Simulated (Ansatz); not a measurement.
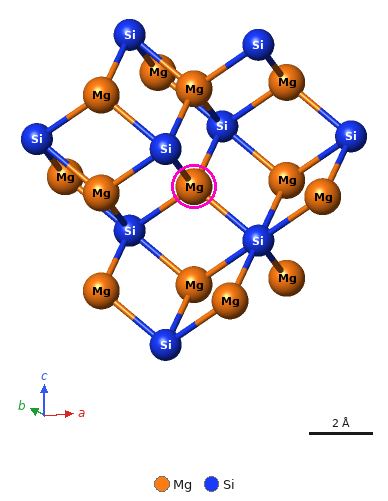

Perfect Mg₂Si. A ball-and-stick model of the atoms within 5.4 Å of one point, in a slice 5.0 Å thick across the line of sight, seen slightly off an axis.

Theory: DFT, PBEsol, PAW, plane waves (Ansatz 0.2.0). (plane-wave cutoff 420 eV; k-point mesh 1 × 1 × 1; mesh shifted by (0.25, 0.25, 0.25); collinear spin) Fermi-Dirac smearing of 0.01 eV. A uniform background neutralises the charged cell. The axes drawn are those of the host's conventional cell.

A magnesium atom is replaced by molybdenum at the ringed place, in charge state +2. The supercell has 96 sites, and the atoms are relaxed at the host's cell.

### How do the neighbours respond?

In the host the Mg atom has 4 Si at 2.74 Å, 6 Mg at 3.16 Å; the Mo atom ends with 4 Si at 2.50 to 2.52 Å. Of the host's atoms, a silicon atom moves furthest from its site, by 0.24 Å. The cell's net moment is 2.00 μB.

The relaxed defect, seen from the same direction:

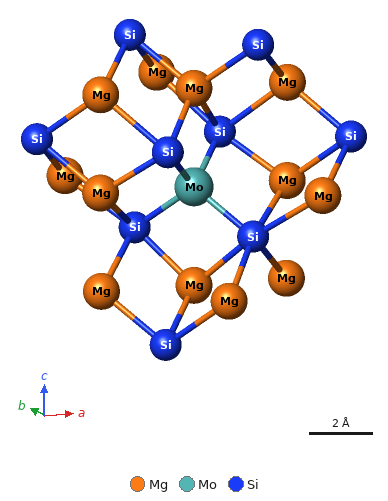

Limits of the set-up: the cell is charged, on a uniform background, and energies carry no finite-size correction.
